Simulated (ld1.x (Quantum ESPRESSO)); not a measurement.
**A TM semilocal potential for Ru, from input to tests**

Task: generate the file, and judge it by its errors in other configurations, its logarithmic derivatives, its ghosts and its cutoff.

Program: ld1.x (Quantum ESPRESSO) 7.5. Reference atom: PBE, scalar-relativistic, spherical and spin-unpolarised. All values are calculated.

## (1) Starting point

The settings as typed:

```json
{"element": "ruthenium (Ru, Z = 44)", "type": "norm-conserving Troullier–Martins (semilocal form)", "frozen core": "[Kr]", "valence charge": "8", "reference configuration": "4d8 5s0 5p0", "partial waves": "5p (bound, empty): rc 2.95 bohr; 4d (bound): rc 1.30 bohr; 5s (bound, empty): rc 2.05 bohr", "local potential": "the s channel", "core correction": "not asked for"}
```

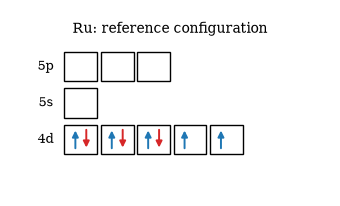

The outer shells as boxes. The arrows follow Hund's rule for the drawing; the calculation itself is spin-unpolarised.

An earlier all-electron run gives the scale for the radii.

All-electron outer shells of the reference configuration (PBE, scalar-relativistic, ld1.x):

```
shell  level (eV)  outermost node (bohr)  outermost maximum (bohr)
   4s      -73.59                   0.48                      0.92
   4p      -43.75                   0.49                      0.98
   5s       -3.40                   1.24                      2.83
   4d       -3.15                   0.48                      1.23
   5p       -0.52                   1.43                      4.44
```

## (2) Generating the potential

Ru.in reads:

```
 &input
   title='Ru', zed=44., rel=1, dft='PBE', iswitch=3,
   config='[Kr] 4d8 5s0 5p0',
   nld=3, rlderiv=3.20, eminld=-2.0, emaxld=5.0, deld=0.02
 /
 &inputp
   pseudotype=1, tm=.true., lloc=0,
   nlcc=.false.,
   file_pseudopw='Ru.pp', file_wfcaegen='ae.wfc', file_wfcncgen='nc.wfc'
 /
3
5P  2  1   0.00   0.00  2.95  2.95  0.0
4D  3  2   8.00   0.00  1.30  1.30  0.0
5S  1  0   0.00   0.00  2.05  2.05  0.0
 &test
   configts(1)='4d8 5s0 5p0'
 /
```

Started as:

```sh
ld1.x < Ru.in > Ru.out
```

Output in Ru.out (without the banner and most projector matrices):

```text
     Program LD1 v.7.5
     --------------------------- All-electron run ----------------------------

     Ru
     scalar relativistic calculation

     atomic number is 44.00
     dft =PBE   lsd =0 sic =0 latt =0  beta=0.20 tr2=1.0E-14
     Exchange-correlation= PBE
                           (   1   4   3   4   0   0   0)
     mesh =1233 r(mesh) = 101.06970 a.u. xmin = -7.00 dx = 0.01250
     1 Ry =  13.60569312 eV, c = 137.03599908

     n l     nl                  e(Ry)          e(Ha)          e(eV)
     1 0     1S 1( 2.00)     -1612.1812      -806.0906    -21934.8426
     2 0     2S 1( 2.00)      -231.6115      -115.8057     -3151.2345
     2 1     2P 1( 6.00)      -207.4084      -103.7042     -2821.9352
     3 0     3S 1( 2.00)       -40.6109       -20.3054      -552.5394
     3 1     3P 1( 6.00)       -32.6567       -16.3284      -444.3173
     4 0     4S 1( 2.00)        -5.4090        -2.7045       -73.5938
     4 1     4P 1( 6.00)        -3.2155        -1.6078       -43.7494
     3 2     3D 1(10.00)       -19.8592        -9.9296      -270.1988
     4 2     4D 1( 8.00)        -0.2316        -0.1158        -3.1514
     5 0     5S 1( 0.00)        -0.2496        -0.1248        -3.3959
     5 1     5P 1( 0.00)        -0.0382        -0.0191        -0.5194

     final scf error:  9.1E-15 reached in  29 iterations

     Etot =   -9061.535057 Ry,   -4530.767529 Ha, -123288.465213 eV

     Ekin =    9370.482468 Ry,    4685.241234 Ha,  127491.908869 eV
     Encl =  -21867.879600 Ry,  -10933.939800 Ha, -297527.659083 eV
     Eh   =    3702.899224 Ry,    1851.449612 Ha,   50380.510505 eV
     Exc  =    -267.037149 Ry,    -133.518575 Ha,   -3633.225503 eV

     normalization and overlap integrals

     s(1S/1S) =  1.000000  <r> =   0.0334  <r2> =    0.0015  r(max) =   0.0216
     s(2S/2S) =  1.000000  <r> =   0.1457  <r2> =    0.0250  r(max) =   0.1229
     s(2P/2P) =  1.000000  <r> =   0.1270  <r2> =    0.0197  r(max) =   0.0981
     s(3S/3S) =  1.000000  <r> =   0.4027  <r2> =    0.1856  r(max) =   0.3600
     s(3P/3P) =  1.000000  <r> =   0.4030  <r2> =    0.1888  r(max) =   0.3555
     s(4S/4S) =  1.000000  <r> =   1.0212  <r2> =    1.1832  r(max) =   0.9193
     s(4P/4P) =  1.000000  <r> =   1.1339  <r2> =    1.4777  r(max) =   0.9785
     s(3D/3D) =  1.000000  <r> =   0.3841  <r2> =    0.1767  r(max) =   0.3022
     s(4D/4D) =  1.000000  <r> =   1.8225  <r2> =    4.3107  r(max) =   1.2255
     s(5S/5S) =  1.000000  <r> =   3.5906  <r2> =   15.0707  r(max) =   2.8315
     s(5P/5P) =  1.000000  <r> =   6.1122  <r2> =   45.7890  r(max) =   4.4407

     ------------------------ End of All-electron run ------------------------

     --------------------- Generating NC pseudopotential ---------------------

      Generating local pot.: lloc=0, matching radius rcloc =   2.0500

      Wfc   5P  rcut= 2.977  Using Troullier-Martins method

      Wfc   4D  rcut= 1.304  Using Troullier-Martins method

     ------------------- End of pseudopotential generation -------------------

     [... the all-electron block is printed once more ...]


     Computing logarithmic derivative in   3.18859
     Computing logarithmic derivative in   3.18859
     Computing the partial wave expansion
       no projector for channel:   0
     R is outside the sphere for l=    1 j= 0.00
     R is outside the sphere for l=    2 j= 0.00

     ---------------------- Testing the pseudopotential ----------------------

     Ru
     scalar relativistic calculation

     atomic number is 44.00   valence charge is  8.00
     dft =PBE   lsd =0 sic =0 latt =0  beta=0.20 tr2=1.0E-14
     mesh =1233 r(mesh) = 101.06970 xmin = -7.00 dx = 0.01250

     n l     nl             e AE (Ry)        e PS (Ry)    De AE-PS (Ry)
     3 2     4D   1( 8.00)       -0.23162       -0.23161       -0.00002
     1 0     5S   1( 0.00)       -0.24960       -0.24959       -0.00000
     2 1     5P   1( 0.00)       -0.03818       -0.03819        0.00001

     eps = 1.8E-16  iter =  6

     Etot =   -9061.535057 Ry,   -4530.767529 Ha, -123288.465213 eV
     Etotps =   -32.470167 Ry,     -16.235083 Ha,    -441.779124 eV

     Ekin =      35.470821 Ry,      17.735410 Ha,     482.605103 eV
     Encl =     -54.052162 Ry,     -27.026081 Ha,    -735.417134 eV
     Ehrt =      32.555998 Ry,      16.277999 Ha,     442.946917 eV
     Ecxc =      -6.565861 Ry,      -3.282930 Ha,     -89.333087 eV
     Epseu=     -39.878962 Ry,     -19.939481 Ha,    -542.580923 eV

     ---------------------- End of pseudopotential test ----------------------
```

Wall time 3.7 s (1 thread, shared host). This counts the later configuration tests of the new file too.

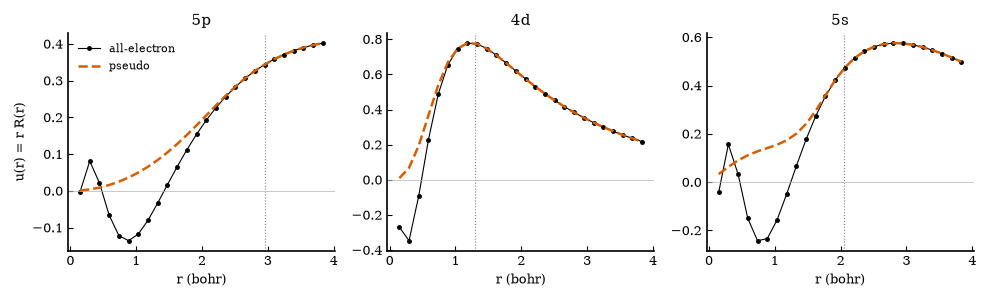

All-electron and pseudo partial waves (5p, 4d, 5s), with the matching radii dotted. The curves join 26 sampled radii, too few to resolve the innermost nodes.

## (3) Transferability test

Ru.test.in reads:

```
 &input
   title='Ru', zed=44., rel=1, dft='PBE', iswitch=2,
   config='[Kr] 4d8 5s0 5p0'
 /
 &test
   file_pseudo='Ru.pp', nconf=8,
   configts(1)='4d8 5s0 5p0',
   configts(2)='4d7 5s1 5p0',
   configts(3)='4d7 5s0 5p0',
   configts(4)='4d6 5s0 5p0',
   configts(5)='4d6 5s1 5p1',
   configts(6)='4d7 5s0.5 5p0',
   configts(7)='4d4 5s0 5p0',
   configts(8)='4d7 5s0 5p1'
 /
```

Started as:

```sh
ld1.x < Ru.test.in > Ru.test.out
```

Ru.test.out, the pseudopotential blocks:

```text
     ---------------------- Testing the pseudopotential ----------------------

     Ru
     scalar relativistic calculation

     atomic number is 44.00   valence charge is  8.00
     dft =PBE   lsd =0 sic =0 latt =0  beta=0.20 tr2=1.0E-14
     mesh =1233 r(mesh) = 101.06970 xmin = -7.00 dx = 0.01250

     n l     nl             e AE (Ry)        e PS (Ry)    De AE-PS (Ry)
     3 2     4D   1( 8.00)       -0.23162       -0.23161       -0.00002
     1 0     5S   1( 0.00)       -0.24960       -0.24959       -0.00000
     2 1     5P   1( 0.00)       -0.03818       -0.03819        0.00001

     eps = 4.8E-16  iter =  9

     Etot =   -9061.535057 Ry,   -4530.767529 Ha, -123288.465213 eV
     Etotps =   -32.470167 Ry,     -16.235083 Ha,    -441.779127 eV

     Ekin =      35.470821 Ry,      17.735410 Ha,     482.605101 eV
     Encl =     -54.052162 Ry,     -27.026081 Ha,    -735.417135 eV
     Ehrt =      32.555998 Ry,      16.277999 Ha,     442.946918 eV
     Ecxc =      -6.565861 Ry,      -3.282930 Ha,     -89.333087 eV
     Epseu=     -39.878962 Ry,     -19.939481 Ha,    -542.580924 eV

     ---------------------- End of pseudopotential test ----------------------

     ---------------------- Testing the pseudopotential ----------------------

     Ru
     scalar relativistic calculation

     atomic number is 44.00   valence charge is  8.00
     dft =PBE   lsd =0 sic =0 latt =0  beta=0.20 tr2=1.0E-14
     mesh =1233 r(mesh) = 101.06970 xmin = -7.00 dx = 0.01250

     n l     nl             e AE (Ry)        e PS (Ry)    De AE-PS (Ry)
     3 2     4D   1( 7.00)       -0.38235       -0.38426        0.00191
     1 0     5S   1( 1.00)       -0.31159       -0.31089       -0.00070
     2 1     5P   1( 0.00)       -0.06706       -0.06596       -0.00110

     eps = 1.9E-15  iter = 21

     Etot =   -9061.510603 Ry,   -4530.755302 Ha, -123288.132501 eV
     Etotps =   -32.444604 Ry,     -16.222302 Ha,    -441.431330 eV
     dEtot_ae =       0.024454 Ry
     dEtot_ps =       0.025563 Ry,   Delta E=      -0.001109 Ry

     Ekin =      33.787041 Ry,      16.893520 Ha,     459.696108 eV
     Encl =     -53.373326 Ry,     -26.686663 Ha,    -726.181096 eV
     Ehrt =      31.311271 Ry,      15.655635 Ha,     426.011539 eV
     Ecxc =      -6.325946 Ry,      -3.162973 Ha,     -86.068881 eV
     Epseu=     -37.843644 Ry,     -18.921822 Ha,    -514.889000 eV

     ---------------------- End of pseudopotential test ----------------------

     ---------------------- Testing the pseudopotential ----------------------

     Ru
     scalar relativistic calculation

     atomic number is 44.00   valence charge is  8.00
     dft =PBE   lsd =0 sic =0 latt =0  beta=0.20 tr2=1.0E-14
     mesh =1233 r(mesh) = 101.06970 xmin = -7.00 dx = 0.01250

     n l     nl             e AE (Ry)        e PS (Ry)    De AE-PS (Ry)
     3 2     4D   1( 7.00)       -0.92189       -0.92183       -0.00006
     1 0     5S   1( 0.00)       -0.77142       -0.76834       -0.00308
     2 1     5P   1( 0.00)       -0.44984       -0.44687       -0.00297

     eps = 2.1E-17  iter = 10

     Etot =   -9060.974636 Ry,   -4530.487318 Ha, -123280.840289 eV
     Etotps =   -31.910077 Ry,     -15.955039 Ha,    -434.158718 eV
     dEtot_ae =       0.560422 Ry
     dEtot_ps =       0.560090 Ry,   Delta E=       0.000332 Ry

     Ekin =      34.585587 Ry,      17.292794 Ha,     470.560887 eV
     Encl =     -48.648349 Ry,     -24.324174 Ha,    -661.894505 eV
     Ehrt =      27.226934 Ry,      13.613467 Ha,     370.441313 eV
     Ecxc =      -6.013135 Ry,      -3.006568 Ha,     -81.812873 eV
     Epseu=     -39.061115 Ry,     -19.530557 Ha,    -531.453541 eV

     ---------------------- End of pseudopotential test ----------------------

     ---------------------- Testing the pseudopotential ----------------------

     Ru
     scalar relativistic calculation

     atomic number is 44.00   valence charge is  8.00
     dft =PBE   lsd =0 sic =0 latt =0  beta=0.20 tr2=1.0E-14
     mesh =1233 r(mesh) = 101.06970 xmin = -7.00 dx = 0.01250

     n l     nl             e AE (Ry)        e PS (Ry)    De AE-PS (Ry)
     3 2     4D   1( 6.00)       -1.77401       -1.77979        0.00578  !
     1 0     5S   1( 0.00)       -1.40128       -1.39905       -0.00223
     2 1     5P   1( 0.00)       -0.98924       -0.98157       -0.00767  !

     eps = 7.0E-15  iter = 10

     Etot =   -9059.637961 Ry,   -4529.818980 Ha, -123262.653900 eV
     Etotps =   -30.571168 Ry,     -15.285584 Ha,    -415.941932 eV
     dEtot_ae =       1.897096 Ry
     dEtot_ps =       1.898999 Ry,   Delta E=      -0.001902 Ry

     Ekin =      32.701748 Ry,      16.350874 Ha,     444.929948 eV
     Encl =     -42.458069 Ry,     -21.229035 Ha,    -577.671460 eV
     Ehrt =      21.438895 Ry,      10.719448 Ha,     291.691027 eV
     Ecxc =      -5.278170 Ry,      -2.639085 Ha,     -71.813163 eV
     Epseu=     -36.975572 Ry,     -18.487786 Ha,    -503.078283 eV

     ---------------------- End of pseudopotential test ----------------------

     ---------------------- Testing the pseudopotential ----------------------

     Ru
     scalar relativistic calculation

     atomic number is 44.00   valence charge is  8.00
     dft =PBE   lsd =0 sic =0 latt =0  beta=0.20 tr2=1.0E-14
     mesh =1233 r(mesh) = 101.06970 xmin = -7.00 dx = 0.01250

     n l     nl             e AE (Ry)        e PS (Ry)    De AE-PS (Ry)
     3 2     4D   1( 6.00)       -0.67286       -0.68064        0.00778  !
     1 0     5S   1( 1.00)       -0.45387       -0.45451        0.00063
     2 1     5P   1( 1.00)       -0.15422       -0.15181       -0.00241

     eps = 7.3E-15  iter = 26

     Etot =   -9061.095102 Ry,   -4530.547551 Ha, -123282.479317 eV
     Etotps =   -32.022993 Ry,     -16.011496 Ha,    -435.695014 eV
     dEtot_ae =       0.439955 Ry
     dEtot_ps =       0.447174 Ry,   Delta E=      -0.007219 Ry

     Ekin =      31.955547 Ry,      15.977773 Ha,     434.777364 eV
     Encl =     -51.696625 Ry,     -25.848312 Ha,    -703.368414 eV
     Ehrt =      29.081554 Ry,      14.540777 Ha,     395.674701 eV
     Ecxc =      -5.934576 Ry,      -2.967288 Ha,     -80.744020 eV
     Epseu=     -35.428893 Ry,     -17.714446 Ha,    -482.034645 eV

     ---------------------- End of pseudopotential test ----------------------

     ---------------------- Testing the pseudopotential ----------------------

     Ru
     scalar relativistic calculation

     atomic number is 44.00   valence charge is  8.00
     dft =PBE   lsd =0 sic =0 latt =0  beta=0.20 tr2=1.0E-14
     mesh =1233 r(mesh) = 101.06970 xmin = -7.00 dx = 0.01250

     n l     nl             e AE (Ry)        e PS (Ry)    De AE-PS (Ry)
     3 2     4D   1( 7.00)       -0.64088       -0.64203        0.00115
     1 0     5S   1( 0.50)       -0.53337       -0.53199       -0.00138
     2 1     5P   1( 0.00)       -0.24815       -0.24640       -0.00175

     eps = 4.3E-15  iter = 25

     Etot =   -9061.300168 Ry,   -4530.650084 Ha, -123285.269375 eV
     Etotps =   -32.234609 Ry,     -16.117304 Ha,    -438.574197 eV
     dEtot_ae =       0.234890 Ry
     dEtot_ps =       0.235558 Ry,   Delta E=      -0.000668 Ry

     Ekin =      34.159751 Ry,      17.079876 Ha,     464.767094 eV
     Encl =     -51.112562 Ry,     -25.556281 Ha,    -695.421834 eV
     Ehrt =      29.293704 Ry,      14.646852 Ha,     398.561150 eV
     Ecxc =      -6.173573 Ry,      -3.086787 Ha,     -83.995744 eV
     Epseu=     -38.401929 Ry,     -19.200965 Ha,    -522.484863 eV

     ---------------------- End of pseudopotential test ----------------------

     ---------------------- Testing the pseudopotential ----------------------

     Ru
     scalar relativistic calculation

     atomic number is 44.00   valence charge is  8.00
     dft =PBE   lsd =0 sic =0 latt =0  beta=0.20 tr2=1.0E-14
     mesh =1233 r(mesh) = 101.06970 xmin = -7.00 dx = 0.01250

     n l     nl             e AE (Ry)        e PS (Ry)    De AE-PS (Ry)
     3 2     4D   1( 4.00)       -3.81315       -3.85344        0.04030  !
     1 0     5S   1( 0.00)       -2.89250       -2.97959        0.08709  !
     2 1     5P   1( 0.00)       -2.32348       -2.32240       -0.00109

     eps = 2.4E-18  iter = 10

     Etot =   -9054.115645 Ry,   -4527.057823 Ha, -123187.518967 eV
     Etotps =   -25.006450 Ry,     -12.503225 Ha,    -340.230085 eV
     dEtot_ae =       7.419412 Ry
     dEtot_ps =       7.463717 Ry,   Delta E=      -0.044305 Ry

     Ekin =      25.808699 Ry,      12.904349 Ha,     351.145234 eV
     Encl =     -29.046896 Ry,     -14.523448 Ha,    -395.203157 eV
     Ehrt =      10.601330 Ry,       5.300665 Ha,     144.238437 eV
     Ecxc =      -3.485223 Ry,      -1.742612 Ha,     -47.418877 eV
     Epseu=     -28.884359 Ry,     -14.442179 Ha,    -392.991723 eV

     ---------------------- End of pseudopotential test ----------------------

     ---------------------- Testing the pseudopotential ----------------------

     Ru
     scalar relativistic calculation

     atomic number is 44.00   valence charge is  8.00
     dft =PBE   lsd =0 sic =0 latt =0  beta=0.20 tr2=1.0E-14
     mesh =1233 r(mesh) = 101.06970 xmin = -7.00 dx = 0.01250

     n l     nl             e AE (Ry)        e PS (Ry)    De AE-PS (Ry)
     3 2     4D   1( 7.00)       -0.49723       -0.50062        0.00339
     1 0     5S   1( 0.00)       -0.39102       -0.39025       -0.00078
     2 1     5P   1( 1.00)       -0.12647       -0.12568       -0.00079

     eps = 4.2E-15  iter = 12

     Etot =   -9061.256214 Ry,   -4530.628107 Ha, -123284.671360 eV
     Etotps =   -32.189930 Ry,     -16.094965 Ha,    -437.966305 eV
     dEtot_ae =       0.278843 Ry
     dEtot_ps =       0.280237 Ry,   Delta E=      -0.001394 Ry

     Ekin =      34.402027 Ry,      17.201014 Ha,     468.063424 eV
     Encl =     -52.224621 Ry,     -26.112310 Ha,    -710.552166 eV
     Ehrt =      30.389181 Ry,      15.194590 Ha,     413.465869 eV
     Ecxc =      -6.215902 Ry,      -3.107951 Ha,     -84.571659 eV
     Epseu=     -38.540614 Ry,     -19.270307 Ha,    -524.371772 eV

     ---------------------- End of pseudopotential test ----------------------
```

The tests as a table, with energies relative to 4d8 5s0 5p0. The frozen-core shift comes from a second all-electron run, not shown, with the core orbitals held at their reference shape; it is that run's ΔE less the relaxed one.

```csv
valence configuration,charge,ΔE all-electron (eV),error AE − PS (meV),frozen-core shift (meV)
4d7 5s1 5p0,0,0.333,-15,+21
4d7 5s0 5p0,+1,7.625,+4.5,+17
4d6 5s0 5p0,+2,25.811,-26,+159
4d6 5s1 5p1,0,5.986,-98,+133
4d7 5s0.5 5p0,+0.5,3.196,-9.1,+17
4d4 5s0 5p0,+4,100.946,-603,+1654
4d7 5s0 5p1,0,3.794,-19,+20
```

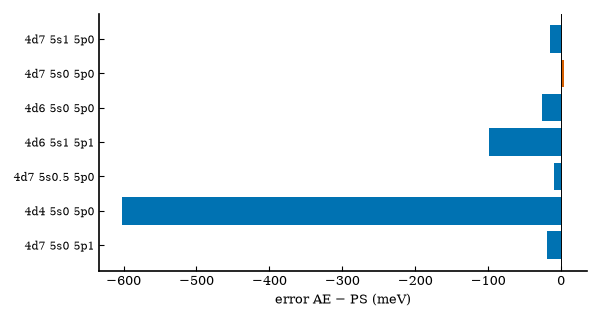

Error of the potential in each test configuration.

## (4) Does it scatter like the atom?

Taken from the files of the generation run. The phase is arctan(r·u′/u) with u = r·R, unwrapped, with energies in Ry. A pole is an energy at which the radial function vanishes at the test radius. The pseudo phase is shifted by a multiple of π to meet the all-electron one at the reference energy. Levels narrower than the energy grid can be missing from the poles. The last column is the largest difference on the grid between −1 and +1 Ry.

| channel | radius (bohr) | reference (Ry) | poles AE | poles PS | window around the reference with phases within 0.05 rad (Ry) | largest difference near zero (rad) |
| --- | --- | --- | --- | --- | --- | --- |
| s | 3.19 | -0.25 | 0.97 | 0.86, 2.93 | below 1.3 | 0.023 |
| p | 3.19 | -0.04 | 1.86 | 1.69 | below 2.2 | 0.018 |
| d | 3.19 | -0.23 | -0.07, 3.60 | -0.07, 3.59 | the whole range | 0.001 |

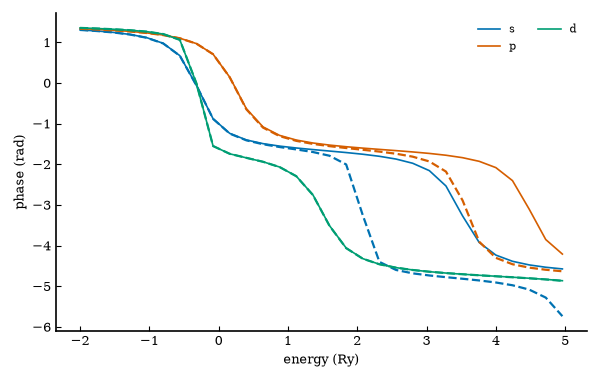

Phases by channel: all-electron solid, pseudo dashed.

## (5) Plane-wave convergence, by spherical Bessel functions

This step uses the generator's waves and projectors in a separate script. Basis: spherical Bessel functions vanishing at 20 bohr, q² up to the cutoff; potential fixed at the reference.

All-electron valence levels (Ry): 5p -0.0382, 4d -0.2316, 5s -0.2496. The lowest levels of each channel (Ry) by cutoff; the last column sums, over occupied levels, occupation times the distance from the level at 400 Ry. A positive value at high cutoff is not a bound level.

```tsv
cutoff (Ry)	p #1	d #1	s #1	Σ f·Δε (mRy)
8	-0.0379	0.0543	-0.2319	2287.5
12	-0.0379	0.0450	-0.2419	2212.8
18	-0.0379	-0.0386	-0.2480	1544.5
21	-0.0379	-0.0854	-0.2480	1169.4
30	-0.0379	-0.1741	-0.2488	459.7
40	-0.0379	-0.2190	-0.2493	100.6
50	-0.0379	-0.2291	-0.2494	20.2
55	-0.0379	-0.2304	-0.2495	9.7
70	-0.0379	-0.2315	-0.2495	0.7
90	-0.0379	-0.2316	-0.2496	0.2
400	-0.0379	-0.2316	-0.2496	0.0
```

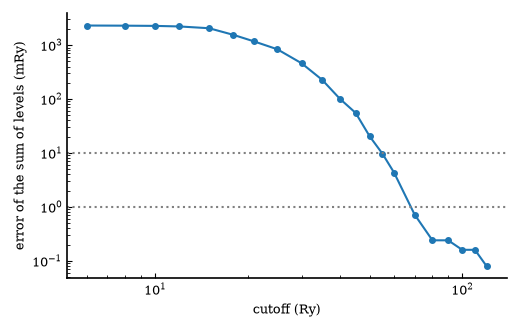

Occupation-weighted error of the valence levels against the cutoff; the dotted lines mark 10 and 1 mRy.

The sum stays within 10 mRy from 55 Ry and within 1 mRy from 70 Ry. The sum leaves out empty levels, which can need more. Ghost test: no level below the all-electron spectrum of its channel (p, d, s tested).

## (6) Results

```
                                                quantity                      value
               cutoffs for 10 and 1 mRy, occupied levels            55 Ry and 70 Ry
                                            bound ghosts                 none found
                            largest test error (AE − PS)  -603 meV, for 4d4 5s0 5p0
largest phase difference near zero energy, channels read                  0.023 rad
```

By total energies transferability is poor: the largest error is 603 meV on 100.9 eV, for 4d4 5s0 5p0. That test lies far up in energy; among those under 40 eV, nearer to bonding, the largest error is 98 meV. It counts as of middling hardness, with 55 Ry needed at the looser tolerance. It is free of bound ghosts as far as tested. Near zero energy the phases of the channels with partial waves agree within 0.023 rad.
